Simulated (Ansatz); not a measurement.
**Run report: CH$_{8}$BP, geometry relaxation (part 1 of 2)**

The run: geometry relaxation of CH$_{8}$BP. Method and program: RKS LDA/def2-SVP (Ansatz 0.2.0).

It belongs to a series of runs on one base structure; here: end point A relaxed.

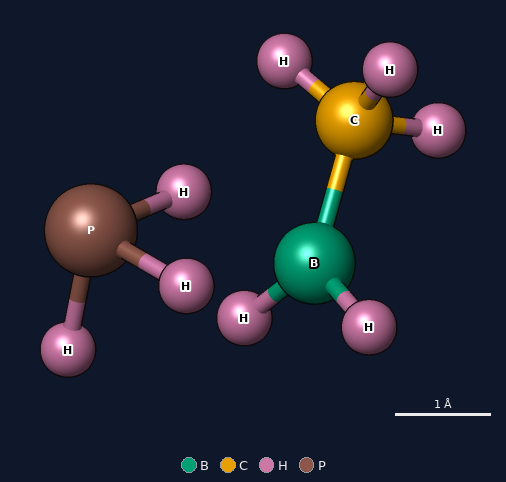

Figure 1. The structure as given in the input (ball-and-stick view, seen at a tilt).

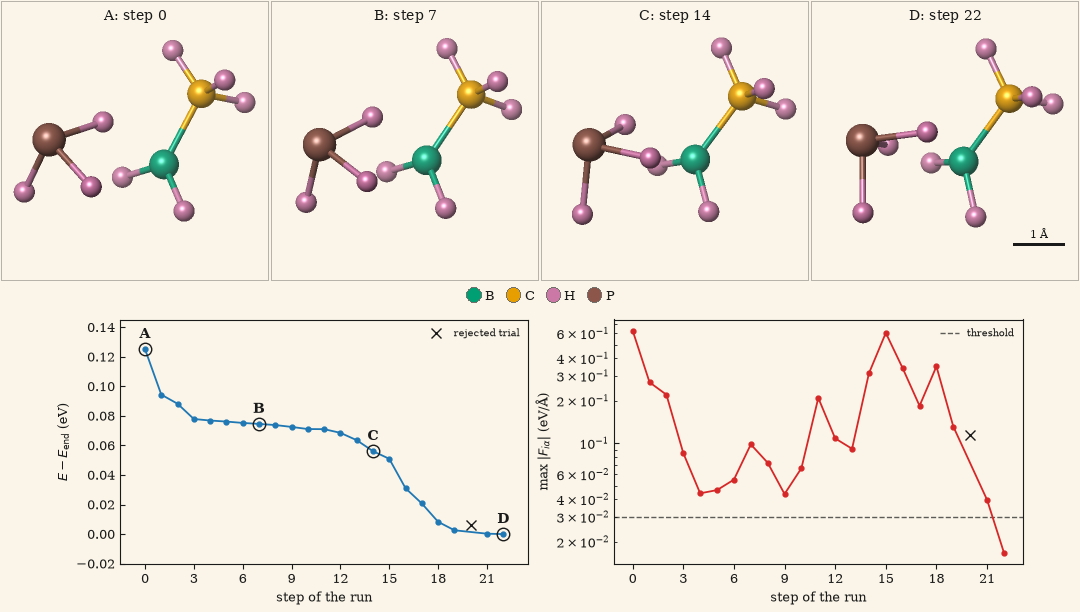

Figure 2. Frames of the relaxation (ball-and-stick view, seen at a tilt) above the curves, on which the letters mark them (the first geometry is step 0 here and step 1 in the log).

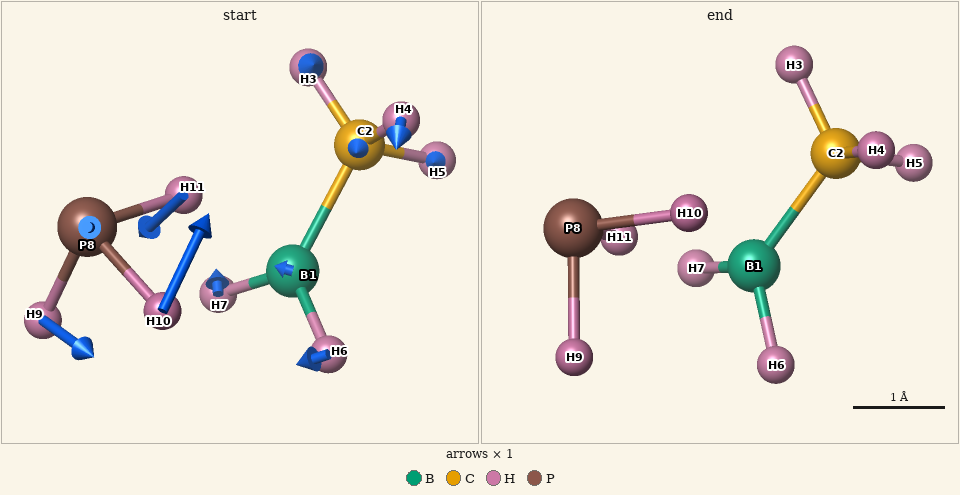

Figure 3. Before (left) and after (right) the relaxation, at one scale (ball-and-stick view, seen at a tilt). The blue arrows give the displacements, at true length. Over 22 geometry steps the energy falls by 0.125 eV. Largest force component: 0.63 eV/Å at the start, 0.017 eV/Å at the end. The line search rejected the trial step at point 20 (counted from 0) and went back. H10 moves most after the best rigid fit: 1.27 Å. Largest moves by element: H 1.27 Å, P 0.33 Å, C 0.27 Å, B 0.21 Å. Among the contacts that change: P8–H11 1.439 → 1.498 Å, B1–C2 1.580 → 1.565 Å, B1–H7 1.223 → 1.235 Å, C2–H5 1.122 → 1.118 Å. Among the angles that change: H10–P8–H11 92.4° → 96.9°, H6–B1–H7 117.9° → 114.9°, B1–C2–H5 102.2° → 104.9°. (Atoms are counted from 1 in the order of the input.)

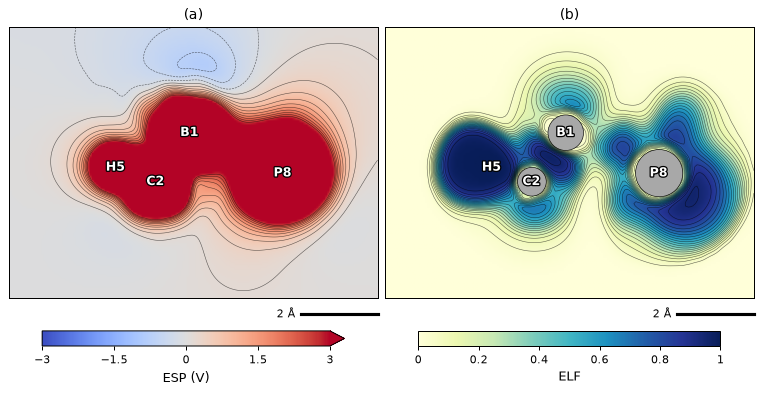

Figure 4. (a) molecular electrostatic potential; (b) electron localisation function on the plane of atoms B1, C2 and H5. Grey discs, where drawn, cover atomic cores. The section cuts through B, C, H and P sites. C–B (1.56 Å): the ELF peaks at about 0.95 between the atoms, which marks a covalent bond.

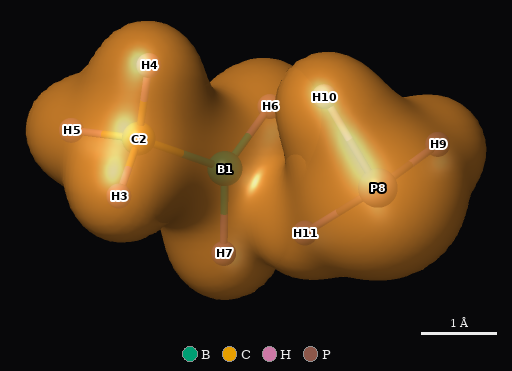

Figure 5. Isosurface of the total electron density at 0.2 e/Å³ (orange), seen at an oblique angle. At this value the surface is in one piece. On the grid the lowest density along these lines, outside the cores, is 0.43 e/Å³ (B···H, 1.56 Å), 1.2 e/Å³ (C–B, 1.56 Å), 1.7 e/Å³ (C–H, 1.11 Å) and 1.1 e/Å³ (B–H, 1.22 Å).

The input that produced these results follows, with the program's output.

Input file:
```yaml
crystal:
  periodic: [false, false, false]
  atoms:
    - { symbol: B, position_ang: [0.007542, -0.046801, 0.472163] }
    - { symbol: C, position_ang: [0.001311, 0.409434, 1.984678] }
    - { symbol: H, position_ang: [-0.959221, 0.284795, 2.524332] }
    - { symbol: H, position_ang: [0.845718, 0.030895, 2.596188] }
    - { symbol: H, position_ang: [0.162903, 1.516713, 1.899291] }
    - { symbol: H, position_ang: [1.06461, -0.242784, -0.108712] }
    - { symbol: H, position_ang: [-1.013589, 0.003208, -0.199181] }
    - { symbol: P, position_ang: [-0.310938, -3.115883, 0.774905] }
    - { symbol: H, position_ang: [-0.835308, -2.801579, -0.530325] }
    - { symbol: H, position_ang: [1.050174, -3.018621, 0.312588] }
    - { symbol: H, position_ang: [-0.331703, -1.738078, 1.188773] }
basis:
  gaussian: { orbitals: def2-SVP }
hamiltonian:
  xc: lda
relax:
  f_tol: 0.03
  max_steps: 50
output:
  orbitals: {}
```

Launch command:
```bash
ansatz run input.yaml --threads 2 --pin off --max-ram 3072MiB --backend cpu --events-out ev --progress --plain --runs-dir out
```

Output:
```
The last accepted step is kept in [file] (removed where the run ends without a failure and the disk answers)
Engine: ansatz 0.2.0, aarch64-unknown-linux-gnu
Functional definition: SPW92
  exchange = slater_x
  correlation = pw_c
983 factors; their error is unknown
mean field evaluation 1: about -11064.3798 eV, gradient 5.4e1 eV
mean field evaluation 2: about -11047.2289 eV, gradient 8.9e1 eV
mean field evaluation 4: about -11072.5213 eV, gradient 6.0e0 eV
mean field evaluation 8: about -11072.6238 eV, gradient 1.4e-1 eV
mean field evaluation 16: about -11072.6238 eV, gradient 3.1e-5 eV
mean field -11072.62384113 eV, -406.9114208677 hartree, gradient 3.1e-5 eV, S^2 0.000000; 0 other end points of the search recorded, 0 dependent functions left out
the calculation of the forces begins
reference -11072.62387270 eV, -406.9114220276 hartree; 17, 17 occupied and 69, 69 virtual orbitals, 983 factors
relax step   1: F+E_penalty+E_count = -11072.62384113 eV  Δ(F+E_penalty+E_count) = +0.000e0 eV  max|allowed force component| = 6.279e-1 eV/Å  Δτ_max = 0.0000 Å  (25 SCF iters, accepted)
these checks for a lower state are left out or cut short: starts, cluster_reference, orbital_swaps, neighbouring_geometries, increment
983 factors; their error is unknown
mean field -11072.65465272 eV, -406.9125531724 hartree, gradient 2.5e-5 eV, S^2 0.000000; 0 other end points of the search recorded, 0 dependent functions left out
[... from here on the field's lines of each further geometry are left out, up to the last ...]
relax step   2: F+E_penalty+E_count = -11072.65465272 eV  Δ(F+E_penalty+E_count) = -3.081e-2 eV  max|allowed force component| = 2.701e-1 eV/Å  Δτ_max = 0.0846 Å  (26 SCF iters, accepted)
relax step   3: F+E_penalty+E_count = -11072.66081416 eV  Δ(F+E_penalty+E_count) = -6.161e-3 eV  max|allowed force component| = 2.206e-1 eV/Å  Δτ_max = 0.1453 Å  (27 SCF iters, accepted)
relax step   4: F+E_penalty+E_count = -11072.67113776 eV  Δ(F+E_penalty+E_count) = -1.032e-2 eV  max|allowed force component| = 8.505e-2 eV/Å  Δτ_max = 0.0640 Å  (28 SCF iters, accepted)
relax step   5: F+E_penalty+E_count = -11072.67217632 eV  Δ(F+E_penalty+E_count) = -1.039e-3 eV  max|allowed force component| = 4.412e-2 eV/Å  Δτ_max = 0.0180 Å  (28 SCF iters, accepted)
relax step   6: F+E_penalty+E_count = -11072.67287528 eV  Δ(F+E_penalty+E_count) = -6.990e-4 eV  max|allowed force component| = 4.651e-2 eV/Å  Δτ_max = 0.0549 Å  (27 SCF iters, accepted)
relax step   7: F+E_penalty+E_count = -11072.67379443 eV  Δ(F+E_penalty+E_count) = -9.192e-4 eV  max|allowed force component| = 5.515e-2 eV/Å  Δτ_max = 0.0466 Å  (27 SCF iters, accepted)
relax step   8: F+E_penalty+E_count = -11072.67447812 eV  Δ(F+E_penalty+E_count) = -6.837e-4 eV  max|allowed force component| = 9.806e-2 eV/Å  Δτ_max = 0.0718 Å  (26 SCF iters, accepted)
relax step   9: F+E_penalty+E_count = -11072.67523103 eV  Δ(F+E_penalty+E_count) = -7.529e-4 eV  max|allowed force component| = 7.270e-2 eV/Å  Δτ_max = 0.0103 Å  (28 SCF iters, accepted)
relax step  10: F+E_penalty+E_count = -11072.67649649 eV  Δ(F+E_penalty+E_count) = -1.265e-3 eV  max|allowed force component| = 4.363e-2 eV/Å  Δτ_max = 0.0725 Å  (27 SCF iters, accepted)
relax step  11: F+E_penalty+E_count = -11072.67794412 eV  Δ(F+E_penalty+E_count) = -1.448e-3 eV  max|allowed force component| = 6.649e-2 eV/Å  Δτ_max = 0.0893 Å  (27 SCF iters, accepted)
relax step  12: F+E_penalty+E_count = -11072.67801413 eV  Δ(F+E_penalty+E_count) = -7.001e-5 eV  max|allowed force component| = 2.093e-1 eV/Å  Δτ_max = 0.1157 Å  (26 SCF iters, accepted)
relax step  13: F+E_penalty+E_count = -11072.68051206 eV  Δ(F+E_penalty+E_count) = -2.498e-3 eV  max|allowed force component| = 1.081e-1 eV/Å  Δτ_max = 0.0257 Å  (28 SCF iters, accepted)
relax step  14: F+E_penalty+E_count = -11072.68546944 eV  Δ(F+E_penalty+E_count) = -4.957e-3 eV  max|allowed force component| = 9.127e-2 eV/Å  Δτ_max = 0.1007 Å  (27 SCF iters, accepted)
relax step  15: F+E_penalty+E_count = -11072.69288874 eV  Δ(F+E_penalty+E_count) = -7.419e-3 eV  max|allowed force component| = 3.127e-1 eV/Å  Δτ_max = 0.1950 Å  (27 SCF iters, accepted)
relax step  16: F+E_penalty+E_count = -11072.69808296 eV  Δ(F+E_penalty+E_count) = -5.194e-3 eV  max|allowed force component| = 6.048e-1 eV/Å  Δτ_max = 0.1700 Å  (26 SCF iters, accepted)
relax step  17: F+E_penalty+E_count = -11072.71799039 eV  Δ(F+E_penalty+E_count) = -1.991e-2 eV  max|allowed force component| = 3.399e-1 eV/Å  Δτ_max = 0.0670 Å  (27 SCF iters, accepted)
relax step  18: F+E_penalty+E_count = -11072.72829335 eV  Δ(F+E_penalty+E_count) = -1.030e-2 eV  max|allowed force component| = 1.840e-1 eV/Å  Δτ_max = 0.0604 Å  (26 SCF iters, accepted)
relax step  19: F+E_penalty+E_count = -11072.74070721 eV  Δ(F+E_penalty+E_count) = -1.241e-2 eV  max|allowed force component| = 3.501e-1 eV/Å  Δτ_max = 0.1951 Å  (26 SCF iters, accepted)
relax step  20: F+E_penalty+E_count = -11072.74643283 eV  Δ(F+E_penalty+E_count) = -5.726e-3 eV  max|allowed force component| = 1.312e-1 eV/Å  Δτ_max = 0.0392 Å  (26 SCF iters, accepted)
relax step  21: F+E_penalty+E_count = -11072.74302545 eV  Δ(F+E_penalty+E_count) = +3.407e-3 eV  max|allowed force component| = 1.144e-1 eV/Å  Δτ_max = 0.1502 Å  (26 SCF iters, rejected (line search))
relax step  22: F+E_penalty+E_count = -11072.74874662 eV  Δ(F+E_penalty+E_count) = -2.314e-3 eV  max|allowed force component| = 3.968e-2 eV/Å  Δτ_max = 0.0684 Å  (27 SCF iters, accepted)
the calculation of the forces begins
reference -11072.74906876 eV, -406.9160228982 hartree; 17, 17 occupied and 69, 69 virtual orbitals, 983 factors
relax step  23: F+E_penalty+E_count = -11072.74903895 eV  Δ(F+E_penalty+E_count) = -2.923e-4 eV  max|allowed force component| = 1.676e-2 eV/Å  Δτ_max = 0.0286 Å  (27 SCF iters, accepted)
983 factors; their error is unknown
mean field -11072.74903895 eV, -406.9160218025 hartree, gradient 2.2e-5 eV, S^2 0.000000; 1 other end points of the search recorded, 0 dependent functions left out
the calculation of the forces begins
reference -11072.74906876 eV, -406.9160228982 hartree; 17, 17 occupied and 69, 69 virtual orbitals, 983 factors
Total energy: -11072.74906876 eV, -406.9160228982 hartree
Atom 0 at    -0.204620    -0.195737     0.479486 Å, force     0.001732    -0.013126     0.004740 eV/Å
Atom 1 at     0.202219     0.209588     1.934892 Å, force     0.001609     0.016762    -0.010169 eV/Å
Atom 2 at    -0.558390    -0.009708     2.714674 Å, force     0.000238    -0.000629    -0.003612 eV/Å
Atom 3 at     1.189374    -0.174659     2.270329 Å, force    -0.003428    -0.002150    -0.000498 eV/Å
Atom 4 at     0.295004     1.323076     1.908553 Å, force    -0.001056    -0.008450     0.005858 eV/Å
Atom 5 at     0.622258    -0.306648    -0.412545 Å, force     0.000749     0.003331    -0.001088 eV/Å
Atom 6 at    -1.348560     0.072190     0.098947 Å, force    -0.003182     0.005503     0.001629 eV/Å
Atom 7 at    -0.420964    -2.848934     0.720839 Å, force     0.007548    -0.005714    -0.002791 eV/Å
Atom 8 at     0.153828    -2.910326    -0.597362 Å, force     0.002945    -0.003221     0.004495 eV/Å
Atom 9 at     0.798294    -2.369129     1.310571 Å, force    -0.008724    -0.001582    -0.005655 eV/Å
Atom 10 at    -1.046943    -1.508413     0.486316 Å, force     0.001569     0.009275     0.007091 eV/Å
Dipole moment:     0.082616    -0.197287     0.057321 e Å
```

Trajectory as extended XYZ (Å, eV, eV/Å), 23 frames, from step=1 to step=23:
```
11
Properties=species:S:1:pos:R:3:forces:R:3 step=1 energy=-11072.62384
B     0.0075   -0.0468    0.4722   -0.0462  -0.1072   0.6279
C     0.0013    0.4094    1.9847    0.0418  -0.0249  -0.5631
H    -0.9592    0.2848    2.5243   -0.0134  -0.0111   0.0075
H     0.8457    0.0309    2.5962    0.0015  -0.0002   0.0151
H     0.1629    1.5167    1.8993   -0.0037  -0.0136  -0.0060
H     1.0646   -0.2428   -0.1087    0.0285   0.0031  -0.0036
H    -1.0136    0.0032   -0.1992   -0.0165   0.0095   0.0037
P    -0.3109   -3.1159    0.7749    0.0369  -0.2553  -0.2099
H    -0.8353   -2.8016   -0.5303    0.0009  -0.0126   0.0117
H     1.0502   -3.0186    0.3126   -0.0010  -0.0114   0.0001
H    -0.3317   -1.7381    1.1888   -0.0288   0.4238   0.1167
11
Properties=species:S:1:pos:R:3:forces:R:3 step=2 energy=-11072.65465
B     0.0062   -0.1159    0.5211   -0.0160   0.0051   0.2319
C     0.0058    0.4293    1.9914    0.0341  -0.0512  -0.1987
H    -0.9521    0.3260    2.5416    0.0038   0.0115   0.0220
H     0.8540    0.0914    2.6231   -0.0227   0.0181   0.0080
H     0.1580    1.5327    1.8433   -0.0138  -0.0843  -0.0227
H     1.0655   -0.3075   -0.0591    0.0017  -0.0280  -0.0105
H    -1.0134   -0.0651   -0.1535   -0.0059  -0.0131  -0.0112
P    -0.3091   -3.1047    0.7231    0.0385  -0.1822  -0.1157
H    -0.8332   -2.7770   -0.5782    0.0076   0.0353   0.0318
H     1.0539   -2.9957    0.2691   -0.0194   0.0187   0.0176
H    -0.3541   -1.7323    1.1930   -0.0079   0.2701   0.0475
11
Properties=species:S:1:pos:R:3:forces:R:3 step=3 energy=-11072.66081
B    -0.0046   -0.2254    0.5515   -0.0125  -0.1662  -0.1899
C     0.0075    0.3948    1.9829    0.0506   0.2206   0.1485
H    -0.9463    0.3320    2.5495    0.0397   0.0081  -0.0109
H     0.8576    0.0970    2.6351   -0.0585   0.0152  -0.0424
H     0.1607    1.4881    1.7622   -0.0229  -0.1472   0.0305
H     1.0516   -0.4446   -0.0277   -0.0309   0.1171  -0.0168
H    -1.0247   -0.1834   -0.1258    0.0478   0.1314  -0.0184
P    -0.2976   -3.0200    0.6934    0.0159  -0.0611  -0.0628
H    -0.8144   -2.6338   -0.5939    0.0301  -0.0370   0.0235
H     1.0689   -2.8726    0.2650   -0.0344  -0.0260   0.0133
H    -0.3773   -1.6507    1.2224   -0.0249  -0.0551   0.1254
11
Properties=species:S:1:pos:R:3:forces:R:3 step=4 energy=-11072.67114
B    -0.0108   -0.2066    0.5428    0.0000   0.0393  -0.0851
C     0.0075    0.3985    1.9835    0.0178   0.0457   0.0815
H    -0.9437    0.3340    2.5528    0.0161   0.0030   0.0009
H     0.8577    0.0899    2.6282   -0.0259   0.0063  -0.0130
H     0.1643    1.4906    1.7750   -0.0101  -0.0663  -0.0081
H     1.0439   -0.3899   -0.0479    0.0101  -0.0231  -0.0005
H    -1.0236   -0.1210   -0.1398   -0.0110  -0.0181   0.0102
P    -0.3004   -3.0520    0.7001   -0.0145   0.0466  -0.0195
H    -0.8016   -2.6689   -0.5929    0.0025  -0.0078  -0.0009
H     1.0683   -2.9124    0.2810    0.0074   0.0053   0.0141
H    -0.3802   -1.6809    1.2320    0.0075  -0.0310   0.0205
11
Properties=species:S:1:pos:R:3:forces:R:3 step=5 energy=-11072.67218
B    -0.0147   -0.2064    0.5394    0.0073  -0.0010  -0.0441
C     0.0088    0.3955    1.9830    0.0074   0.0222   0.0306
H    -0.9397    0.3329    2.5564    0.0060  -0.0005  -0.0010
H     0.8608    0.0859    2.6240   -0.0102  -0.0001  -0.0062
H     0.1662    1.4857    1.7726   -0.0034  -0.0213  -0.0042
H     1.0393   -0.3948   -0.0525   -0.0077  -0.0036   0.0040
H    -1.0303   -0.1237   -0.1394   -0.0036  -0.0014   0.0119
P    -0.3046   -3.0460    0.6958    0.0022   0.0089  -0.0059
H    -0.7913   -2.6605   -0.6019    0.0102   0.0094   0.0041
H     1.0707   -2.9063    0.2977   -0.0027  -0.0036   0.0054
H    -0.3838   -1.6811    1.2396   -0.0054  -0.0089   0.0055
```
